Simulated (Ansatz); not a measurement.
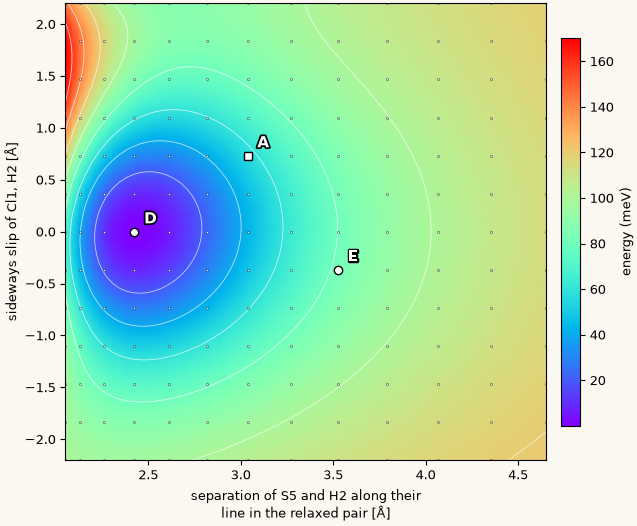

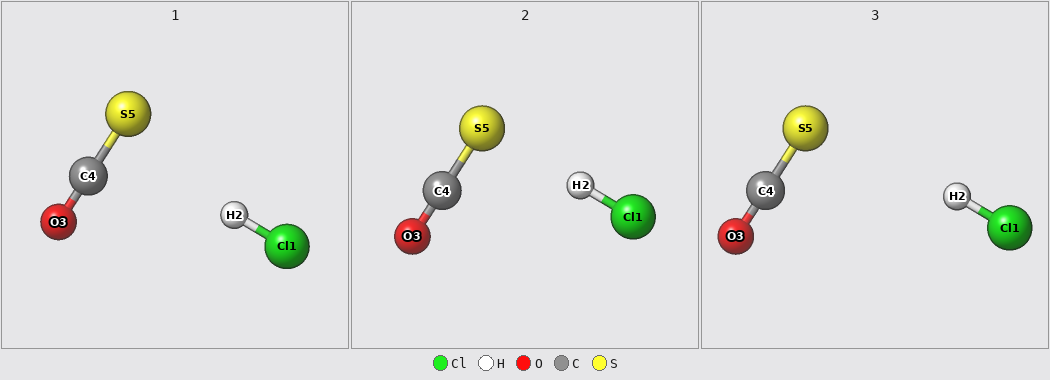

The pair ClH···COS. Coordinates scanned: (1) separation of S5 and H2 along their line in the relaxed pair; (2) sideways slip of Cl1, H2. Nothing is relaxed (both partners rigid). The scan uses a 13 × 13 grid. Points are written as (first, second). Energies: meV, counted from the lowest grid point. The calculation used RKS PBE-D4/def2-SVPD (Ansatz).

In the figure: a smooth colour map with a few white contour lines, dots at the grid points, lettered points. Between grid points the surface is interpolated. The numbered pictures are the structures at these points, in random order.

Question: Which structure belongs to which point?

Answer: A is structure 1: (3.037 Å, 0.73 Å), 56 meV; D is structure 2: (2.425 Å, 0.00 Å), 0 meV; E is structure 3: (3.525 Å, −0.37 Å), 82 meV.
